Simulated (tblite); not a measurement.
Run report: CH11ClSi4, geometry relaxation (part 1 of 3)

System: CH11ClSi4, SMILES C[Si@]([SiH3])(Cl)[SiH2][SiH3].
Method: GFN2-xTB geometry optimisation, gas phase (tblite 0.8.0).

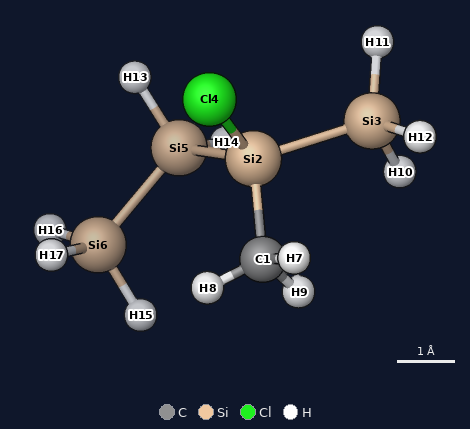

**Figure 1.** The structure as given in the input (ball-and-stick view, seen at a tilt; atoms are numbered from 1 in the order of the input). Bond lengths as drawn: Cl–Si 2.10 Å, C–H 1.10 to 1.13 Å, C–Si 1.87 Å, H–Si 1.45 to 1.48 Å and Si–Si 2.23 to 2.24 Å.

Key numbers

```tsv
quantity	value
outcome	converged
total energy	−523.1139 eV
hardware	1 CPU thread, shared host
wall time	2.3 s
peak memory	0.18 GiB
```

Input file
```
{"job": {"kind": "relax", "xc": "GFN2-xTB", "basis": "xTB"}, "charge": 0, "multiplicity": 1}
C     -0.692000     1.390300    -0.997600
Si    -0.593300     0.472400     0.625200
Si    -2.548600    -0.595000     0.809400
Cl    -0.422900     1.961200     2.100400
Si     1.120500    -0.959600     0.678100
Si     2.738100    -0.404300    -0.757000
H     -1.488700     2.180400    -0.872600
H      0.279000     1.807200    -1.294300
H     -1.034700     0.705300    -1.801600
H     -2.625200    -1.492700    -0.349300
H     -2.692900    -1.341500     2.049600
H     -3.643700     0.389900     0.631200
H      1.676600    -0.929600     2.042400
H      0.646600    -2.326700     0.376300
H      2.220200    -0.456600    -2.118900
H      3.834200    -1.368500    -0.591100
H      3.219800     0.979800    -0.540100
```

The first line tells a small driver script what to run in tblite; the rest is the geometry in Å.

Command:
```bash
OMP_NUM_THREADS=1 python <driver script> task.json out
```

What the program printed
```
step      E/eV     max force
  0    -522.61399    1.417
  1    -522.73786    0.773
  2    -522.80081    0.524
  3    -522.82833    0.496
  4    -522.89400    0.678
  5    -522.92881    0.585
  6    -522.95930    0.454
  7    -522.98424    0.362
  8    -523.00737    0.508
  9    -523.02551    0.491
 10    -523.03806    0.312
 11    -523.04487    0.162
 12    -523.04833    0.174
 13    -523.05115    0.218
 14    -523.05455    0.218
 15    -523.05827    0.204
 16    -523.06203    0.246
 17    -523.06539    0.194
 18    -523.06803    0.135
 19    -523.07030    0.127
 20    -523.07233    0.110
 21    -523.07372    0.090
 22    -523.07476    0.081
 23    -523.07586    0.089
 24    -523.07718    0.087
 25    -523.07864    0.096
 26    -523.07991    0.074
 27    -523.08092    0.076
 28    -523.08203    0.092
 29    -523.08368    0.122
 30    -523.08576    0.126
 31    -523.08759    0.086
 32    -523.08886    0.079
 33    -523.08991    0.079
 34    -523.09087    0.098
 35    -523.09163    0.067
 36    -523.09208    0.054
 37    -523.09234    0.043
 38    -523.09260    0.048
 39    -523.09291    0.052
 40    -523.09324    0.042
 41    -523.09349    0.045
 42    -523.09366    0.031
 43    -523.09377    0.025
 44    -523.09388    0.023
 45    -523.09398    0.030
 46    -523.09411    0.035
 47    -523.09428    0.038
 48    -523.09447    0.040
 49    -523.09464    0.042
 50    -523.09478    0.039
 51    -523.09489    0.030
 52    -523.09498    0.021
 53    -523.09507    0.025
 54    -523.09517    0.037
 55    -523.09530    0.047
 56    -523.09550    0.050
 57    -523.09575    0.041
 58    -523.09592    0.026
 59    -523.09601    0.019
 60    -523.09606    0.020
 61    -523.09613    0.022
 62    -523.09626    0.034
 63    -523.09648    0.040
 64    -523.09672    0.038
 65    -523.09691    0.029
 66    -523.09701    0.020
 67    -523.09707    0.018
 68    -523.09716    0.025
 69    -523.09730    0.032
 70    -523.09745    0.033
 71    -523.09757    0.022
 72    -523.09764    0.020
 73    -523.09769    0.020
 74    -523.09775    0.023
 75    -523.09786    0.028
 76    -523.09801    0.035
 77    -523.09816    0.029
 78    -523.09826    0.022
 79    -523.09831    0.020
 80    -523.09838    0.024
 81    -523.09847    0.034
 82    -523.09859    0.035
 83    -523.09871    0.028
 84    -523.09880    0.030
 85    -523.09891    0.028
 86    -523.09905    0.041
 87    -523.09919    0.038
 88    -523.09929    0.021
 89    -523.09935    0.019
 90    -523.09942    0.022
 91    -523.09958    0.043
 92    -523.09978    0.050
 93    -523.09996    0.034
 94    -523.10004    0.016
 95    -523.10007    0.013
 96    -523.10011    0.015
 97    -523.10018    0.024
 98    -523.10032    0.031
 99    -523.10052    0.035
100    -523.10070    0.026
101    -523.10080    0.016
102    -523.10085    0.016
103    -523.10089    0.016
104    -523.10097    0.023
105    -523.10111    0.039
106    -523.10136    0.054
107    -523.10167    0.053
108    -523.10191    0.032
109    -523.10207    0.028
110    -523.10219    0.027
111    -523.10232    0.028
112    -523.10255    0.051
113    -523.10287    0.042
114    -523.10330    0.033
115    -523.10364    0.030
116    -523.10388    0.032
117    -523.10403    0.026
118    -523.10416    0.021
119    -523.10424    0.024
120    -523.10435    0.030
121    -523.10452    0.035
122    -523.10476    0.038
123    -523.10498    0.034
124    -523.10517    0.037
125    -523.10532    0.030
126    -523.10546    0.036
127    -523.10558    0.030
128    -523.10570    0.028
129    -523.10584    0.028
130    -523.10602    0.036
131    -523.10622    0.043
132    -523.10641    0.041
133    -523.10658    0.030
134    -523.10675    0.030
135    -523.10693    0.031
136    -523.10715    0.045
137    -523.10738    0.046
138    -523.10766    0.039
139    -523.10803    0.039
140    -523.10854    0.051
141    -523.10921    0.088
142    -523.11001    0.071
143    -523.11090    0.057
144    -523.11105    0.094
145    -523.11141    0.070
146    -523.11178    0.026
147    -523.11196    0.022
148    -523.11234    0.034
149    -523.11258    0.035
150    -523.11294    0.041
151    -523.11316    0.032
152    -523.11333    0.030
153    -523.11346    0.026
154    -523.11359    0.031
155    -523.11371    0.033
156    -523.11380    0.029
157    -523.11387    0.024
158    -523.11392    0.017
159    -523.11395    0.010
```

Trajectory as extended XYZ (Å, eV, eV/Å), 28 of the 160 frames kept, from step=0 to step=159
```
17
Properties=species:S:1:pos:R:3:forces:R:3 step=0 energy=-522.61399
C    -0.6920    1.3903   -0.9976   -0.7410   0.5770  -0.8170
Si   -0.5933    0.4724    0.6252   -0.0560   0.9900   1.0120
Si   -2.5486   -0.5950    0.8094   -1.3410  -0.0460  -0.0940
Cl   -0.4229    1.9612    2.1004    0.0350  -0.3130  -0.3390
Si    1.1205   -0.9596    0.6781    0.4210  -0.8270   0.8450
Si    2.7381   -0.4043   -0.7570    1.0080   0.3320  -0.4900
H    -1.4887    2.1804   -0.8726    1.0790  -0.5510  -0.4890
H     0.2790    1.8072   -1.2943   -0.5650   0.1750  -0.0270
H    -1.0347    0.7053   -1.8016    0.2560   0.5270   0.4390
H    -2.6252   -1.4927   -0.3493   -0.1070  -0.1050   0.1140
H    -2.6929   -1.3415    2.0496   -0.1670  -0.0960   0.0300
H    -3.6437    0.3899    0.6312    0.0210  -0.3670   0.1430
H     1.6766   -0.9296    2.0424   -0.0530  -0.2670  -0.0170
H     0.6466   -2.3267    0.3763   -0.0020   0.0920   0.1980
H     2.2202   -0.4566   -2.1189    0.1100  -0.0140  -0.2020
H     3.8342   -1.3685   -0.5911    0.0820   0.2130  -0.2150
H     3.2198    0.9798   -0.5401    0.0210  -0.3190  -0.0900
17
Properties=species:S:1:pos:R:3:forces:R:3 step=6 energy=-522.95930
C    -0.6996    1.4044   -0.9921   -0.1080   0.3300  -0.2920
Si   -0.6287    0.4990    0.6975    0.1020  -0.0880  -0.3160
Si   -2.6592   -0.5977    0.8091    0.0060   0.1290   0.0420
Cl   -0.4004    1.9801    2.1012    0.0100   0.0400   0.0400
Si    1.1814   -0.9786    0.7316   -0.0920   0.0850   0.1170
Si    2.8070   -0.4053   -0.8030   -0.0380  -0.0550   0.1460
H    -1.4120    2.2272   -0.9866   -0.2040  -0.0710   0.1760
H     0.2193    1.8763   -1.3248    0.3070  -0.1900   0.1400
H    -1.0190    0.7365   -1.7910    0.0690  -0.0700   0.1320
H    -2.6711   -1.5315   -0.3254   -0.1280   0.0230   0.0980
H    -2.7629   -1.3677    2.0501   -0.1780   0.0060  -0.0590
H    -3.7633    0.3557    0.6603   -0.1390  -0.2070   0.0560
H     1.6990   -1.0246    2.1180   -0.0200  -0.1350  -0.1850
H     0.6401   -2.3321    0.4400    0.1010   0.2020   0.1380
H     2.2684   -0.4590   -2.1677    0.1300  -0.0130   0.0300
H     3.9267   -1.3388   -0.6656    0.1100   0.1090  -0.1800
H     3.2672    0.9680   -0.5614    0.0740  -0.0960  -0.0820
17
Properties=species:S:1:pos:R:3:forces:R:3 step=12 energy=-523.04833
C    -0.6989    1.4455   -1.0130    0.0030  -0.0700   0.0410
Si   -0.6382    0.5155    0.6614   -0.0610  -0.1500   0.0640
Si   -2.6974   -0.5757    0.8194    0.0730   0.0230   0.0260
Cl   -0.3904    1.9824    2.0961   -0.0190   0.0100   0.0000
Si    1.1949   -0.9506    0.7585   -0.0380   0.0750  -0.0850
Si    2.8326   -0.4239   -0.7943   -0.0040  -0.0100   0.0370
H    -1.4321    2.2501   -1.0031    0.0620  -0.0350   0.0160
H     0.2572    1.8704   -1.3075   -0.0040   0.0140   0.0340
H    -0.9985    0.7394   -1.7817    0.0170   0.0470  -0.1070
H    -2.7324   -1.5393   -0.2864   -0.0520   0.0230  -0.0240
H    -2.8468   -1.3732    2.0369   -0.0340   0.0490   0.0410
H    -3.8704    0.2892    0.6898   -0.0710  -0.0270   0.0160
H     1.7152   -1.1000    2.1265    0.0390   0.0780  -0.0220
H     0.6555   -2.2971    0.5007   -0.0240  -0.0140  -0.0490
H     2.3271   -0.4667   -2.1713   -0.0140  -0.0330   0.0290
H     4.0023   -1.2967   -0.7503    0.0750  -0.0380  -0.0220
H     3.3134    0.9428   -0.5917    0.0500   0.0610   0.0060
17
Properties=species:S:1:pos:R:3:forces:R:3 step=18 energy=-523.06803
C    -0.6915    1.4230   -1.0105    0.0140   0.0300   0.0030
Si   -0.6579    0.4869    0.6640   -0.0230   0.0850  -0.0370
Si   -2.7204   -0.5709    0.8320   -0.0740  -0.0510   0.0050
Cl   -0.4024    1.9762    2.0865   -0.0340  -0.0520  -0.0470
Si    1.1918   -0.9346    0.7406    0.1110  -0.0300  -0.0700
Si    2.8647   -0.4239   -0.7826    0.0160   0.0030  -0.0560
H    -1.4142    2.2342   -0.9856   -0.0230   0.0240   0.0100
H     0.2688    1.8614   -1.2700    0.0360  -0.0120   0.0350
H    -0.9788    0.7635   -1.8249    0.0250  -0.0350   0.0300
H    -2.7760   -1.5228   -0.2816   -0.0130  -0.0370  -0.0160
H    -2.8852   -1.3478    2.0580    0.0120  -0.0250   0.0690
H    -3.9218    0.2505    0.7084   -0.0740   0.0960   0.0020
H     1.7344   -1.0700    2.0978    0.0270   0.0450   0.0610
H     0.6530   -2.2820    0.4882    0.0000  -0.0400  -0.0460
H     2.3359   -0.4872   -2.1505   -0.0030   0.0020   0.0030
H     4.0447   -1.2935   -0.7811   -0.0190   0.0150   0.0470
H     3.3479    0.9491   -0.5987    0.0220  -0.0180   0.0070
17
Properties=species:S:1:pos:R:3:forces:R:3 step=24 energy=-523.07718
C    -0.6853    1.4234   -1.0080    0.0060  -0.0190   0.0110
Si   -0.6755    0.4686    0.6543    0.0220  -0.0270  -0.0300
Si   -2.7544   -0.5744    0.8412   -0.0810  -0.0140  -0.0140
Cl   -0.4227    1.9585    2.0698   -0.0220  -0.0030   0.0280
Si    1.2072   -0.9330    0.7221   -0.0420  -0.0340   0.0670
Si    2.8843   -0.4214   -0.7920    0.0150   0.0120  -0.0060
H    -1.4097    2.2345   -0.9811    0.0370  -0.0020  -0.0350
H     0.2858    1.8555   -1.2411   -0.0350   0.0130   0.0170
H    -0.9577    0.7673   -1.8306    0.0130   0.0120   0.0120
H    -2.8069   -1.5284   -0.2780   -0.0400   0.0130   0.0760
H    -2.8992   -1.3401    2.0845    0.0010   0.0270  -0.0490
H    -3.9601    0.2593    0.7207    0.0780  -0.0220   0.0200
H     1.7485   -1.0367    2.0913   -0.0360   0.0060  -0.0730
H     0.6613   -2.2834    0.4653    0.0720   0.0370   0.0070
H     2.3384   -0.4946   -2.1510    0.0300   0.0160  -0.0330
H     4.0640   -1.2913   -0.7765   -0.0230   0.0060   0.0200
H     3.3749    0.9484   -0.6009    0.0040  -0.0220  -0.0190
17
Properties=species:S:1:pos:R:3:forces:R:3 step=29 energy=-523.08368
C    -0.6782    1.4206   -1.0015   -0.0050   0.0110  -0.0520
Si   -0.6933    0.4439    0.6421   -0.0190   0.0170   0.0490
Si   -2.7868   -0.5744    0.8467    0.1150   0.0390   0.0140
Cl   -0.4533    1.9325    2.0636   -0.0120  -0.0010   0.0580
Si    1.2079   -0.9277    0.7114    0.0070   0.0580  -0.0710
Si    2.8931   -0.4190   -0.8015   -0.0230   0.0080   0.0120
H    -1.3961    2.2362   -0.9928   -0.0330  -0.0070   0.0190
H     0.2945    1.8572   -1.2106    0.0450  -0.0010  -0.0020
H    -0.9329    0.7706   -1.8320    0.0060  -0.0130  -0.0680
H    -2.8581   -1.5411   -0.2487   -0.0560  -0.0710  -0.0600
H    -2.9128   -1.3276    2.0922   -0.0210  -0.0230   0.0630
H    -3.9741    0.2725    0.7392   -0.0380   0.0540   0.0010
H     1.7499   -1.0091    2.0735    0.0030  -0.0130   0.0470
H     0.7015   -2.2844    0.4481    0.0120  -0.0710   0.0080
H     2.3590   -0.4911   -2.1665    0.0430   0.0070  -0.0040
H     4.0709   -1.2887   -0.7608   -0.0180  -0.0300  -0.0010
H     3.4019    0.9416   -0.6123   -0.0060   0.0340  -0.0140
17
Properties=species:S:1:pos:R:3:forces:R:3 step=35 energy=-523.09163
C    -0.6688    1.4170   -1.0082    0.0060  -0.0090   0.0230
Si   -0.7115    0.4306    0.6349   -0.0040  -0.0020  -0.0400
Si   -2.8058   -0.5768    0.8537   -0.0460  -0.0480   0.0100
Cl   -0.4959    1.9001    2.0858   -0.0040  -0.0270  -0.0010
Si    1.2052   -0.9177    0.6890    0.0470  -0.0280  -0.0030
Si    2.9018   -0.4074   -0.8117    0.0040   0.0030   0.0020
H    -1.3916    2.2293   -1.0025    0.0080  -0.0170  -0.0150
H     0.3121    1.8556   -1.1800   -0.0270   0.0120  -0.0240
H    -0.8980    0.7772   -1.8565    0.0140   0.0170   0.0170
H    -2.9405   -1.5694   -0.2220   -0.0060   0.0460   0.0270
H    -2.9323   -1.3133    2.1155   -0.0020   0.0280  -0.0130
H    -3.9778    0.3030    0.7615    0.0380  -0.0100  -0.0010
H     1.7445   -0.9806    2.0571   -0.0030  -0.0070   0.0010
H     0.7607   -2.3024    0.4339   -0.0180   0.0250   0.0160
H     2.4027   -0.4820   -2.1900    0.0220   0.0030   0.0100
H     4.0619   -1.3006   -0.7387   -0.0180   0.0010  -0.0080
H     3.4263    0.9495   -0.6318   -0.0110   0.0130   0.0000
17
Properties=species:S:1:pos:R:3:forces:R:3 step=41 energy=-523.09349
C    -0.6642    1.4162   -1.0090   -0.0060  -0.0070  -0.0160
Si   -0.7169    0.4152    0.6237    0.0360   0.0080   0.0010
Si   -2.8154   -0.5820    0.8605   -0.0030   0.0100  -0.0050
Cl   -0.5126    1.8739    2.0898    0.0010  -0.0220  -0.0050
Si    1.2147   -0.9169    0.6816   -0.0320  -0.0060   0.0310
Si    2.9088   -0.4001   -0.8141    0.0110   0.0010  -0.0070
H    -1.3921    2.2232   -1.0091   -0.0060  -0.0030   0.0060
H     0.3137    1.8620   -1.1772   -0.0050   0.0150   0.0130
H    -0.8815    0.7805   -1.8622   -0.0070  -0.0180  -0.0180
H    -2.9740   -1.5695   -0.2121   -0.0030  -0.0090  -0.0030
H    -2.9423   -1.3023    2.1292    0.0000   0.0010   0.0060
H    -3.9727    0.3136    0.7688   -0.0010   0.0170   0.0040
H     1.7439   -0.9740    2.0539    0.0060  -0.0020  -0.0050
H     0.7705   -2.3022    0.4353   -0.0090   0.0000   0.0010
H     2.4253   -0.4781   -2.1959   -0.0100   0.0050  -0.0180
H     4.0571   -1.3051   -0.7356    0.0260   0.0020   0.0030
H     3.4307    0.9578   -0.6375    0.0020   0.0070   0.0110
17
Properties=species:S:1:pos:R:3:forces:R:3 step=47 energy=-523.09428
C    -0.6647    1.4128   -1.0143   -0.0070   0.0100   0.0050
Si   -0.7134    0.4101    0.6166   -0.0150  -0.0300   0.0170
Si   -2.8174   -0.5805    0.8607    0.0180   0.0240  -0.0040
Cl   -0.5159    1.8568    2.0922    0.0090   0.0110   0.0070
Si    1.2162   -0.9198    0.6834    0.0130   0.0040  -0.0160
Si    2.9120   -0.3993   -0.8158    0.0040   0.0030   0.0040
H    -1.3967    2.2158   -1.0104   -0.0310  -0.0080  -0.0070
H     0.3088    1.8706   -1.1749    0.0090  -0.0100  -0.0130
H    -0.8771    0.7772   -1.8693    0.0120   0.0110  -0.0030
H    -2.9862   -1.5702   -0.2077   -0.0060  -0.0110  -0.0070
H    -2.9452   -1.2949    2.1328    0.0020   0.0000   0.0040
H    -3.9674    0.3251    0.7727   -0.0010   0.0120  -0.0010
H     1.7474   -0.9749    2.0550    0.0020  -0.0030  -0.0060
H     0.7667   -2.3029    0.4383   -0.0010  -0.0130   0.0010
H     2.4309   -0.4735   -2.2007    0.0020   0.0020   0.0190
H     4.0644   -1.3016   -0.7344    0.0000   0.0190  -0.0040
H     3.4305    0.9611   -0.6340   -0.0090  -0.0210   0.0050
17
Properties=species:S:1:pos:R:3:forces:R:3 step=53 energy=-523.09507
C    -0.6685    1.4099   -1.0170    0.0020  -0.0030  -0.0020
Si   -0.7097    0.4020    0.6134   -0.0150   0.0130  -0.0150
Si   -2.8178   -0.5750    0.8584   -0.0020  -0.0070   0.0040
Cl   -0.5126    1.8438    2.0957    0.0100   0.0080  -0.0070
Si    1.2199   -0.9262    0.6812   -0.0020  -0.0060  -0.0100
Si    2.9151   -0.4003   -0.8144   -0.0020  -0.0010   0.0070
H    -1.4128    2.2023   -1.0136    0.0060  -0.0060   0.0010
H     0.3014    1.8764   -1.1766   -0.0130   0.0130   0.0100
H    -0.8695    0.7773   -1.8772   -0.0020  -0.0140   0.0150
H    -2.9979   -1.5712   -0.2038   -0.0070   0.0140   0.0050
H    -2.9453   -1.2850    2.1336   -0.0020   0.0030  -0.0010
H    -3.9596    0.3423    0.7752    0.0050  -0.0020  -0.0080
H     1.7524   -0.9781    2.0520    0.0020  -0.0050   0.0010
H     0.7619   -2.3078    0.4419    0.0130  -0.0120  -0.0040
H     2.4339   -0.4682   -2.1984    0.0000  -0.0060   0.0010
H     4.0759   -1.2899   -0.7353    0.0070  -0.0060  -0.0060
H     3.4265    0.9598   -0.6251   -0.0010   0.0180   0.0090
17
Properties=species:S:1:pos:R:3:forces:R:3 step=59 energy=-523.09601
C    -0.6737    1.4052   -1.0194   -0.0020  -0.0040   0.0000
Si   -0.7104    0.3923    0.6062    0.0140  -0.0060   0.0110
Si   -2.8244   -0.5687    0.8601   -0.0010   0.0040   0.0040
Cl   -0.5024    1.8303    2.0918    0.0100   0.0040  -0.0080
Si    1.2207   -0.9386    0.6717    0.0070  -0.0030   0.0110
Si    2.9241   -0.3977   -0.8088    0.0000   0.0030  -0.0100
H    -1.4344    2.1815   -1.0221   -0.0100  -0.0050   0.0000
H     0.2858    1.8946   -1.1698    0.0050  -0.0010   0.0040
H    -0.8544    0.7665   -1.8792    0.0030  -0.0020  -0.0100
H    -3.0292   -1.5665   -0.1953    0.0030   0.0070  -0.0010
H    -2.9501   -1.2694    2.1403   -0.0120   0.0030   0.0000
H    -3.9500    0.3679    0.7739   -0.0040  -0.0060   0.0030
H     1.7576   -0.9845    2.0412   -0.0100  -0.0030   0.0100
H     0.7748   -2.3261    0.4411    0.0060   0.0040  -0.0150
H     2.4434   -0.4655   -2.1929    0.0040   0.0060  -0.0080
H     4.0949   -1.2765   -0.7411   -0.0080   0.0040   0.0080
H     3.4207    0.9673   -0.6076   -0.0050  -0.0050   0.0000
17
Properties=species:S:1:pos:R:3:forces:R:3 step=65 energy=-523.09691
C    -0.6795    1.3961   -1.0210    0.0050  -0.0070   0.0010
Si   -0.7019    0.3825    0.6064   -0.0190   0.0000  -0.0220
Si   -2.8255   -0.5594    0.8647    0.0010   0.0060  -0.0020
Cl   -0.4784    1.8297    2.0809    0.0080   0.0010   0.0030
Si    1.2283   -0.9513    0.6710   -0.0110   0.0120  -0.0090
Si    2.9264   -0.3939   -0.8097   -0.0030   0.0030   0.0130
H    -1.4583    2.1554   -1.0282    0.0160  -0.0200   0.0060
H     0.2707    1.9074   -1.1621   -0.0180  -0.0100  -0.0050
H    -0.8404    0.7557   -1.8843    0.0120   0.0060   0.0130
H    -3.0460   -1.5531   -0.1909    0.0150  -0.0080  -0.0040
H    -2.9652   -1.2553    2.1454   -0.0040  -0.0060   0.0100
H    -3.9453    0.3829    0.7738   -0.0070   0.0170   0.0070
H     1.7517   -0.9974    2.0461   -0.0020  -0.0130  -0.0050
H     0.7915   -2.3387    0.4246   -0.0030   0.0050  -0.0010
H     2.4529   -0.4576   -2.1967    0.0040   0.0070   0.0040
H     4.1028   -1.2640   -0.7381    0.0020  -0.0020   0.0010
H     3.4089    0.9729   -0.5918    0.0030   0.0070  -0.0110
17
Properties=species:S:1:pos:R:3:forces:R:3 step=71 energy=-523.09757
C    -0.6825    1.3837   -1.0230    0.0010   0.0000  -0.0030
Si   -0.7028    0.3708    0.6025    0.0070   0.0080   0.0190
Si   -2.8339   -0.5497    0.8701   -0.0060  -0.0070   0.0050
Cl   -0.4552    1.8230    2.0711   -0.0030  -0.0060   0.0000
Si    1.2289   -0.9576    0.6662    0.0080  -0.0140  -0.0100
Si    2.9315   -0.3875   -0.8055   -0.0100   0.0020   0.0070
H    -1.4777    2.1246   -1.0310   -0.0070   0.0060  -0.0190
H     0.2554    1.9172   -1.1564    0.0140   0.0000   0.0080
H    -0.8207    0.7440   -1.8896   -0.0080  -0.0130  -0.0050
H    -3.0555   -1.5446   -0.1858    0.0020   0.0090   0.0140
H    -2.9802   -1.2420    2.1533   -0.0020   0.0030  -0.0090
H    -3.9429    0.4069    0.7792    0.0050  -0.0050   0.0010
H     1.7466   -1.0143    2.0431   -0.0010  -0.0040  -0.0050
H     0.8025   -2.3464    0.4102   -0.0100   0.0030  -0.0060
H     2.4648   -0.4465   -2.1949   -0.0010   0.0000   0.0000
H     4.1124   -1.2517   -0.7350    0.0000   0.0010   0.0060
H     3.4024    0.9821   -0.5842    0.0140   0.0160  -0.0030
```
